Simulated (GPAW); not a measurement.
# Si K ELNES/XANES of Si2W (P6_222) from DFT, part 4 of 4

Aim: the dependence of the Si K near-edge features of Si2W (P6_222) on volume.

GPAW 26.7.0; X-ray absorption from dipole matrix elements to empty bands, plane-wave PAW LDA.

So far. Step 10 (Spectrum with XCH, Si atom 4): The scaled spectrum changes by 4 % r.m.s. The highest intensity below 16 eV goes from 5.1 eV (1.85) to 4.9 eV (1.91).

## Step 12: Spectrum with XCH, Si atom 4

Shorter bonds are expected to push antibonding states and scattering resonances up, and longer ones down; the cell is scaled to test that.

Changed against the first core-hole run: volume scale from 1 to 1.06.

xas.py reads:

```python
import numpy as np
from ase import Atoms
from ase.parallel import parprint, paropen
from gpaw import GPAW, PW, FermiDirac, Mixer, MixerDif, setup_paths
from gpaw.test import gen
setup_paths.insert(0, '.')
gen('Si', name='fch1s', xcname='LDA', corehole=(1, 0, 1), write_xml=True)
from gpaw.mpi import world
world.barrier()

atoms = Atoms('W3Si6',
    cell=[[-2.35370094, -4.07672962, 0],
     [-4.70740189, 0, 0],
     [0, 0, -6.78371046]],
    scaled_positions=[[0, 0.5, 0.5],
     [0.5, 0, 0.16666667],
     [0.5, 0.5, 0.83333333],
     [0.836374, 0.836374, 0.83333333],
     [0.836374, 0.327252, 0.16666667],
     [0.672748, 0.163626, 0.5],
     [0.163626, 0.163626, 0.83333333],
     [0.163626, 0.672748, 0.16666667],
     [0.327252, 0.836374, 0.5]],
    pbc=True)
atoms.calc = calc = GPAW(legacy_gpaw=True, mode=PW(430, force_complex_dtype=True), xc='LDA', setups={3: 'fch1s'},
    kpts={'size': (6, 6, 4), 'gamma': True}, occupations=FermiDirac(0.1),
    charge=-1, mixer=Mixer(0.1, 5, 50), maxiter=150,
    convergence={'density': 0.0001, 'eigenstates': 1e-6}, txt='scf.txt')
energy = atoms.get_potential_energy() + calc.get_reference_energy()
ef = calc.get_fermi_level()
out = dict(energy=energy, fermi=ef, forces=atoms.get_forces().tolist())
parprint(f'all-electron energy {energy:.4f} eV, Fermi level {ef:.4f} eV')
ev = np.array([[calc.get_eigenvalues(k, s) for k in range(len(calc.get_ibz_k_points()))] for s in range(calc.get_number_of_spins())])
out['homo'], out['lumo'], out['counts'] = ev[ev < ef].max(), ev[ev > ef].min(), sorted(set((ev < ef).sum((0, 2)).tolist()))
out['filled'] = (ev[:, 0] < ef).sum(1).tolist()

from ase.units import Ha
from gpaw.xas import dipole_matrix_elements
nb = int(calc.get_number_of_electrons() / 2) + 95
top, nb = nb, nb + 8 + nb // 12
nscf = calc.fixed_density(kpts={'size': (8, 8, 5), 'gamma': True}, nbands=nb,
    convergence={'bands': top, 'eigenstates': 5e-3}, maxiter=60, txt='nscf.txt')
cell = atoms.cell.array
ops = [cell.T @ U.T @ np.linalg.inv(cell.T) for U in nscf.wfs.kd.symmetry.op_scc]
E = np.arange(-6, 34, 0.1)
fwhm = np.interp(E, [4, 25], [0.9, 3.5])
Y, X, zero, highest = 0, 0, 1e9, 1e9
for spin in range(nscf.get_number_of_spins()):
    wfs = nscf.wfs
    mine = wfs.bd.get_slice()  # this rank's bands
    A = dipole_matrix_elements(wfs.setups[3])
    eps = np.zeros((wfs.kd.nibzkpts, nb))
    d = np.zeros((3, A.shape[1], wfs.kd.nibzkpts, nb), complex)
    for kpt in wfs.kpt_u:
        if kpt.s == spin and 3 in kpt.P_ani:
            eps[kpt.k, mine] = kpt.eps_n * Ha
            d[:, :, kpt.k, mine] = (kpt.weight * wfs.nspins / 2) ** 0.5 * np.inner(A, kpt.P_ani[3])
    world.sum(eps)
    world.sum(d)
    T = np.einsum('amkn,bmkn->abkn', d, d.conj()).real
    T = sum(np.einsum('ai,ijkn,bj->abkn', R, T, R) for R in ops) / len(ops)
    empty = eps > ef
    zero, highest = min(zero, eps[empty].min()), min(highest, eps[:, top - 1].min())
    lines = [(eps, T, empty)] if spin == 0 else lines + [(eps, T, empty)]
for eps, T, empty in lines:
    f = np.einsum('aakn->akn', T).reshape(3, -1)
    x = eps.ravel() - zero
    w = np.interp(x, E, fwhm) / 2.35482
    g = np.exp(-0.5 * ((E[:, None] - x) / w) ** 2) / (w * (2 * np.pi) ** 0.5)
    Y = Y + (f * empty.ravel()) @ g.T
    X = X + (f * ~empty.ravel()) @ g.T
out.update(E=E.round(2).tolist(), xas=Y.tolist(), xes=X.tolist(), zero=zero, valid=highest - zero, nk=len(eps), nb=nb)
for i in range(0, len(E), 10):
    parprint(f'{E[i]:7.2f}', *(f'{v:10.3e}' for v in Y[:, i]))
import json
with paropen('out.json', 'w') as f:
    json.dump(out, f)
```

Command:

```sh
$ OMP_NUM_THREADS=1 mpirun -n 4 gpaw python xas.py
```

Numbers of over 12 decimals in the logs are rounded to 6 here.

Log:

```text
Input parameters:
  charge: -1
  convergence: {density: 0.0001,
                eigenstates: 1e-06}
  kpts: {gamma: True,
         size: (6, 6, 4)}
  maxiter: 150
  mixer: {backend: pulay,
          beta: 0.1,
          method: separate,
          nmaxold: 5,
          weight: 50}
  mode: {ecut: 430.0,
         force_complex_dtype: True,
         name: pw}
  occupations: {fixmagmom: False,
[...]
*p    :     0.468798
*d    :     0.000000
--------------------------------

Diagonalizing with gridspacing h=0.050

state   all-electron     PAW
-------------------------------
3s:      -0.832237    -0.832487
3p:      -0.531202    -0.531501
*d:                   -0.147046
*f:                   -0.019078
-------------------------------
all-electron energy -1360932.6888 eV, Fermi level 11.9979 eV
[...]
32.00  4.930e-06  5.146e-06  4.388e-06
  33.00  4.892e-06  5.061e-06  4.220e-06
[key lines of the parts left out:]
Converged after 14 iterations.
Dipole moment: (-0.394728, -0.227896, 0.125069) |e|*Ang
Free energy:    -85.738679
Fermi level: 11.99791
```

Run time: 2.3 min. Hardware: 4 MPI ranks of AMD EPYC 9R14 (Zen 4), shared host; peak memory 0.74 GiB.

```
E (eV)  first run  this run
  -2.0       0.00      0.00
  -1.0       0.01      0.00
   0.0       0.71      0.69
   1.0       1.44      1.49
   2.0       1.24      1.34
   3.0       1.30      1.37
   4.0       1.51      1.70
   5.0       1.85      1.95
   6.0       1.72      1.61
   7.0       1.14      0.98
   8.0       0.95      0.90
   9.0       0.90      0.86
  10.0       0.84      0.82
  11.0       0.76      0.73
  12.0       0.68      0.67
  13.0       0.70      0.73
  14.0       0.75      0.74
  15.0       0.73      0.71
  16.0       0.70      0.69
  17.0       0.68      0.66
  18.0       0.65      0.63
  19.0       0.61      0.59
  20.0       0.56      0.57
  21.0       0.55      0.58
  22.0       0.57      0.60
  23.0       0.59      0.63
  24.0       0.63      0.67
  25.0       0.67      0.71
  26.0       0.72      0.73
  27.0       0.75      0.75
  28.0       0.77      0.77
  29.0       0.77      0.79
  30.0       0.78      0.82
  31.0       0.80      0.84
```

The scaled spectrum changes by 7 % r.m.s. The highest intensity below 16 eV goes from 5.1 eV (1.85) to 4.8 eV (1.96).

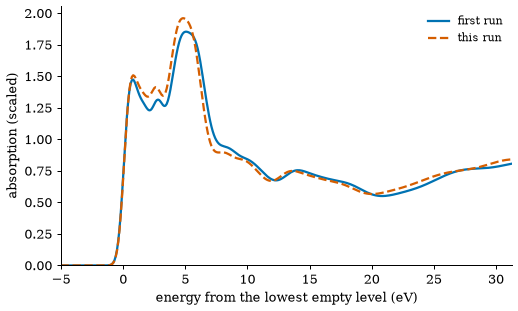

The effect of the change (volume scale from 1 to 1.06).

The photon energy of the zero moves by -0.07 eV.

## Step 13: The volumes side by side

```
volume  nearest distance (Å)  shift of the zero (eV)  maximum 1 (eV above own zero)  maximum 2 (eV above own zero)  maximum 3 (eV above own zero)  maximum 4 (eV above own zero)
  0.94                 2.522                   +0.06                            0.7                            3.0                            5.2                           14.6
  0.97                 2.549                   +0.03                            0.8                            2.9                            5.2                           14.3
     1                 2.575                   +0.00                            0.8                            2.8                            5.1                           14.1
  1.03                 2.600                   -0.03                            0.8                            2.7                            4.9                           13.8
  1.06                 2.625                   -0.07                            0.8                            2.6                            4.8                           13.6
```

The curves, each shifted by its zero's change so that they share one photon-energy axis, counted from the zero at V × 1:

```
E (eV)  V × 0.94  V × 0.97  V × 1  V × 1.03  V × 1.06
  -2.0      0.00      0.00   0.00      0.00      0.00
  -1.0      0.00      0.00   0.01      0.01      0.01
   0.0      0.64      0.67   0.71      0.76      0.80
   1.0      1.40      1.42   1.44      1.45      1.47
   2.0      1.16      1.20   1.24      1.28      1.34
   3.0      1.22      1.26   1.30      1.33      1.36
   4.0      1.30      1.40   1.51      1.63      1.74
   5.0      1.73      1.79   1.85      1.91      1.95
   6.0      1.72      1.74   1.72      1.65      1.56
   7.0      1.35      1.25   1.14      1.04      0.96
   8.0      1.05      0.99   0.95      0.92      0.90
   9.0      0.97      0.93   0.90      0.87      0.85
  10.0      0.88      0.86   0.84      0.83      0.82
  11.0      0.81      0.79   0.76      0.74      0.72
  12.0      0.72      0.70   0.68      0.67      0.67
  13.0      0.68      0.69   0.70      0.72      0.73
  14.0      0.74      0.75   0.75      0.75      0.74
  15.0      0.75      0.74   0.73      0.72      0.71
  16.0      0.72      0.71   0.70      0.69      0.68
  17.0      0.69      0.68   0.68      0.67      0.66
  18.0      0.67      0.66   0.65      0.64      0.63
  19.0      0.65      0.63   0.61      0.60      0.58
  20.0      0.59      0.58   0.56      0.56      0.57
  21.0      0.55      0.54   0.55      0.56      0.58
  22.0      0.53      0.55   0.57      0.59      0.61
  23.0      0.55      0.57   0.59      0.62      0.64
  24.0      0.57      0.60   0.63      0.65      0.67
  25.0      0.61      0.64   0.67      0.69      0.71
  26.0      0.67      0.70   0.72      0.73      0.74
  27.0      0.72      0.74   0.75      0.75      0.75
  28.0      0.76      0.77   0.77      0.76      0.77
  29.0      0.78      0.77   0.77      0.78      0.79
  30.0      0.78      0.78   0.78      0.80      0.82
  31.0      0.78      0.79   0.80      0.82      0.84
```

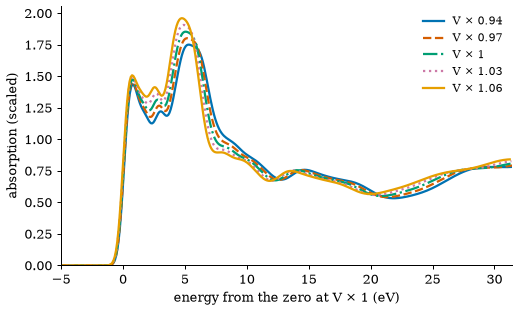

The edge at each volume, on one photon-energy scale.

## Step 14: Outcome

| Item | Value |
| --- | --- |
| absorber and edge | Si K, atom 4 of the ground-state input (counted from 1) |
| surroundings | 2 Si at 2.57 Å, 2 W at 2.59 Å, 1 Si at 2.62 Å, 3 W at 2.65 to 2.69 Å, 2 Si at 2.69 Å and 4 Si at 3.17 to 3.23 Å (14-fold, site symmetry 2) |
| highest intensity below 16 eV | 5.1 eV above the zero, height 1.85 |
| photon energy of the zero, with the added terms | 1829.6 eV (raw 1844.5 eV; LDA puts this hole about 8 eV below PBE, itself good to a few eV) |

In words: From V × 0.94 to V × 1.06 the nearest distance grows by 0.103 Å and the zero moves by -0.12 eV. Above their own zero, the maxima move from 0.7 to 0.8 eV, from 3.0 to 2.6 eV, from 5.2 to 4.8 eV and from 14.6 to 13.6 eV. The one highest in energy moves most, in the direction that the rule ΔE·R² ≈ constant for scattering resonances gives. The Si K edge of atom 4, with 2 Si at 2.57 Å, 2 W at 2.59 Å, 1 Si at 2.62 Å, 3 W at 2.65 to 2.69 Å, 2 Si at 2.69 Å and 4 Si at 3.17 to 3.23 Å (14-fold, site symmetry 2), has its highest intensity of the first 16 eV at 5.1 eV above the zero, near 1835 eV in photon energy (LDA puts this hole about 8 eV below PBE, itself good to a few eV), 1.9 times the mean level of the first 20 eV (Gaussian full width 0.9 eV up to 4 eV, rising linearly to 3.5 eV at 25 eV). At the Si K edge of atom 4 polarisation matters most near 6.0 eV, where the curves differ by 0.5 on this scale. The holes are only 4.6 Å apart, so the shape is probably not converged with cell size; no larger cell was run here. Lifetime broadening is put in by hand, and intensities beyond about 20 eV depend on it and on the partial waves; weight that the partial waves miss at high energy is lost. The structure is a computed Materials Project entry and may be a hypothetical form.

[Banner, clock and machine lines of the logs are left out without a mark of their own.]

[Logs are printed without paths, hosts, clocks, repeated set-up lines and the standing remarks that a program may print on its own settings, such as how far it seeks lower states.]

[Hosts, paths, dates, database ids (printed as entryN), source tags and the programs' standing remarks are cut or masked in the printed files.]

[Lists of maxima count a maximum above −3 eV only where it reaches 4 % of the highest in the window and stands out from its surroundings by 2 % of it (1.5 % where it reaches 55 %); shoulders and weaker maxima are passed over, and of the rest the first, up to two pre-edge ones and the few strongest are named.]
